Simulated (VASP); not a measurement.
Band structure of GaN (space group P6_3mc). Level of theory: PBE GGA, VASP's PBE PAW potentials (set 64) (plane waves; VASP).

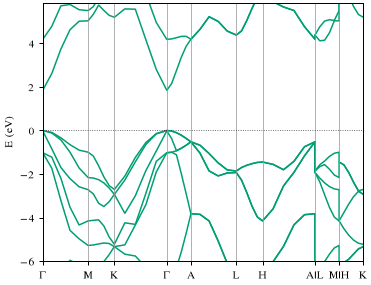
Fig. 1. Bands along high-symmetry lines, zero at the valence-band maximum or, without a gap, the Fermi level

### Question
Read the plot: is there a gap, and where are the band edges?

### Answer
The gap is direct, 1.84 eV, from the valence maximum at Γ to the conduction minimum at Γ.

The structure comes from a measured GaN entry (P6_3mc) of the Crystallography Open Database, whose conditions weren't checked. The cell was not relaxed at this level.
